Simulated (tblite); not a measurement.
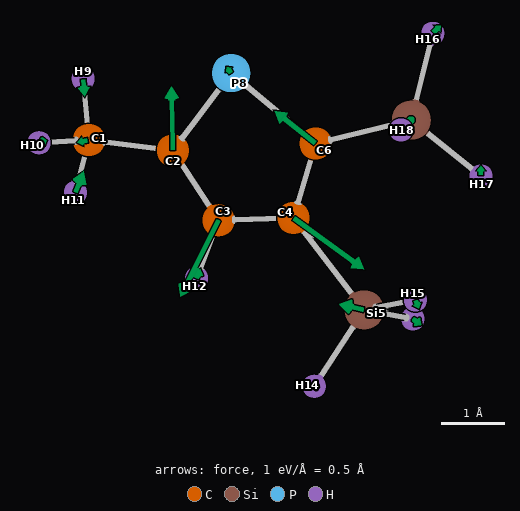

Starting geometry of C5H10PSi2 (charge −1) with the computed forces as green arrows. A ball-and-stick model, seen at a tilt.

Level of theory: tblite 0.8.0, GFN2-xTB geometry optimisation, gas phase. 

Q: Is this structure relaxed? If not, where do the atoms go?

A: It isn't relaxed: the largest force vector, on a C atom, is 3.24 eV/Å. The final displacements have little in common with the starting forces (cosine between the two patterns 0.10). An H atom moves most after the best rigid fit: 1.10 Å. Largest moves by element: H 1.10 Å, Si 0.29 Å, P 0.27 Å, C 0.15 Å. Some distances before and after: Si–Si 3.428 → 3.558 Å, C–C 1.356 → 1.405 Å, C–P 1.803 → 1.756 Å, C–C 1.339 → 1.379 Å. Among the angles between lasting bonds that change: H–Si–H 113.2° → 105.2°, C–Si–H 108.0° → 115.0°, H–Si–H 111.4° → 105.6°. Groups turn about C–Si by about 45°, C–Si by about 35°, C–C by about 30°. After 114 geometry steps the energy has fallen by 11.2 kcal/mol. Cost: 0.85 s on 1 thread of Arm Neoverse V2, with other jobs on the host.
